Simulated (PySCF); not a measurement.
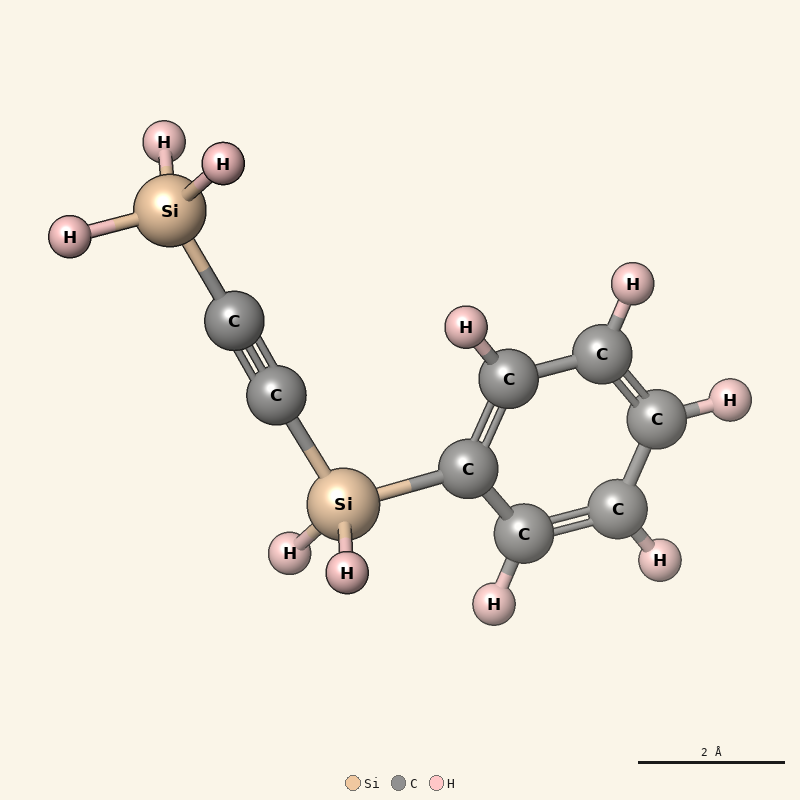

Distant atoms are faded towards the background colour. The computed structure is the end point of a PBE0-D3(BJ)/def2-SVP optimisation. No frequency run is at hand to confirm it as a minimum. Masses are those of the most abundant isotopes; constants are for the rigid equilibrium geometry.

### What kind of rotor is it, and what are its rotational constants in GHz?

An asymmetric top (C1): A = 2.14, B = 0.401, C = 0.343 GHz. Ray's parameter κ is −0.94, close to the prolate limit.
